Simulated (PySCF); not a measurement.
# C5H13BOS: what the fields show

The calculation's input:

```
{"job": {"kind": "nmr", "xc": "PBE0", "basis": "pcSseg-1"}, "charge": 0, "multiplicity": 1}
B     -2.178624    -0.847294     1.068140
S     -1.308410    -0.171897    -0.566703
C     -2.251763     1.359460    -0.841287
C      0.218860     0.604408     0.099362
C      1.240130    -0.452518     0.458620
C      1.921122    -1.157704    -0.722131
O      3.184665    -0.576721    -0.389592
C      2.649892     0.080297     0.758839
H     -3.279472    -1.099851     0.709902
H     -2.104406     0.050850     1.843580
H     -1.547987    -1.807134     1.362856
H     -2.378822     1.879286     0.103165
H     -1.730880     1.980435    -1.563555
H     -3.221203     1.068957    -1.232173
H     -0.061470     1.177716     0.983848
H      0.606153     1.270020    -0.673287
H      0.835479    -1.123282     1.215621
H      1.949888    -2.248438    -0.666133
H      1.577832    -0.851289    -1.714082
H      2.766721     1.166569     0.698538
H      3.103375    -0.284926     1.683760
```

Run with:

```sh
OMP_NUM_THREADS=1 python probes_run.py task.json out
```

Geometry: GFN2-xTB.

The calculation used PBE0/pcSseg-1, SCF density, gas phase, non-relativistic (PySCF).

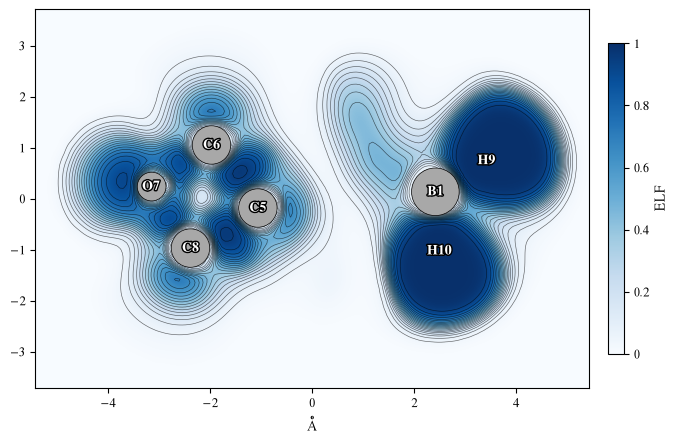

Figure 1. Electron localisation function on the plane of atoms C6, C5 and C8. Grey discs cover the atomic cores.

**Describe what can be read from this map.**

The plane passes through B, C, O and H nuclei.
C–O (1.43 Å): the ELF peaks at about 0.90 between the atoms (a shared but strongly polarised pair).
C–C (1.53 Å): the ELF peaks at about 0.95 between the atoms, as expected for a covalent bond.
B–H (1.18 Å): the ELF climbs to about 1 towards the hydrogen, as it does in any bond to H: a covalent bond by its length.
The ELF also peaks beside O7, away from the bonds: lone-pair regions.

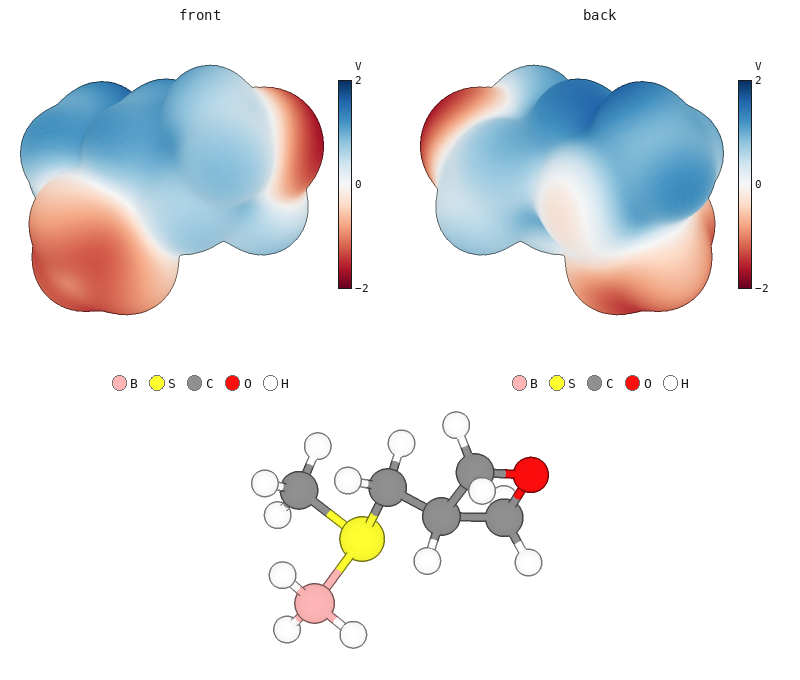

Figure 2. The electrostatic potential painted on the density surface at 0.002 e/bohr³, seen from the front and from behind; red is negative and blue positive. The bare structure is drawn below in the same view.

**Describe the electrostatic potential map.**

The most negative region (about −1.6 V) lies over O7, the most positive (about +1.5 V) over S2, H13 and H16. O7 is the likeliest acceptor of a hydrogen bond.
